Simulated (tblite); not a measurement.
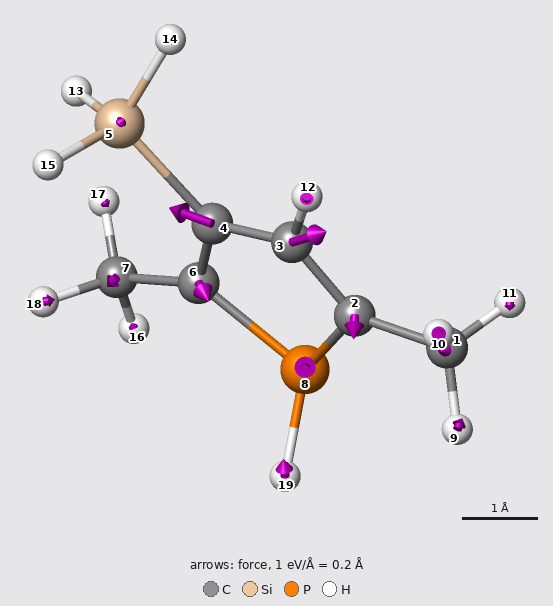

Starting geometry of C6H11PSi with the computed forces as purple arrows. Style: ball-and-stick. Shown from a free direction.

The calculation used GFN2-xTB geometry optimisation, gas phase in tblite. 

**What follows when this structure is relaxed?**

It isn't relaxed: the largest force vector, on C atoms, is 3.73 eV/Å. The final displacements have little in common with the starting forces (cosine between the two patterns 0.18). The largest move after the best rigid fit is that of H14, 0.81 Å. By element the largest moves are H 0.81 Å, P 0.22 Å, Si 0.13 Å, C 0.12 Å. Among the contacts that change: C3–C4 1.351 → 1.447 Å, P8–H19 1.463 → 1.399 Å, C2–P8 1.773 → 1.821 Å, C1–H10 1.124 → 1.088 Å. Among the angles between lasting bonds that change: C2–P8–H19 122.1° → 96.2°, C6–P8–H19 118.3° → 95.3°, H9–C1–H11 115.4° → 107.7°. Groups turn about C1–C2 by about 35°, C4–Si5 by about 30°, C6–C7 by about 25°. Over 117 geometry steps the energy falls by 24.2 kcal/mol. Cost: 0.81 s on 1 thread of Arm Neoverse V2, with other jobs on the host.
